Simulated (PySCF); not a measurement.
```xyz
16

C    -2.7131   -0.0732    0.0892
C    -1.3007   -0.5961    0.2610
S    -0.1313    0.6610   -0.4396
O    -0.1270    1.7805    0.5016
C     1.4334   -0.2976    0.0111
C     2.6359    0.4982   -0.4365
F     1.3835   -1.5168   -0.6172
H    -2.9532    0.0380   -0.9661
H    -2.8026    0.8992    0.5695
H    -3.4344   -0.7521    0.5395
H    -1.0527   -0.7274    1.3132
H    -1.1381   -1.5219   -0.2868
H     1.4195   -0.4780    1.0906
H     2.6409    0.5780   -1.5214
H     2.5723    1.4939   -0.0057
H     3.5600    0.0231   -0.1138
```

Geometry: GFN2-xTB.

These are results of wB97X-D/def2-SVPD, SCF density, gas phase in PySCF 2.14.0, not measurements.

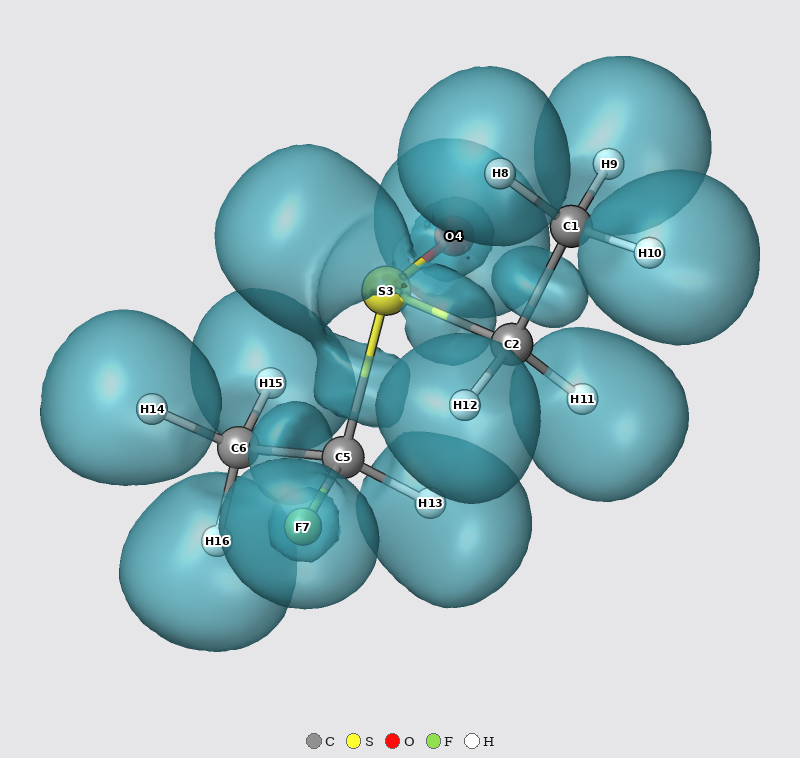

C4H9FOS. Isosurface of the ELF at 0.75 (cyan), seen at an oblique angle. Core shells and regions of very low density are left out.

Describe the localisation domains.

Answer. The ELF exceeds this value in two regions between bonded C–C atoms (shared pairs), nine regions around hydrogen nuclei, one region on F in which the atom's valence shell and bonds are merged, one region on O in which the atom's valence shell and bonds are merged and one region on S in which the atom's valence shell and bonds are merged.

Values along the shortest contacts:
C–F (1.37 Å): the ELF peaks at about 0.85 between the atoms, as expected for a shared but strongly polarised pair. S–O (1.46 Å): the ELF peaks at about 0.80 between the atoms: a polar covalent bond.
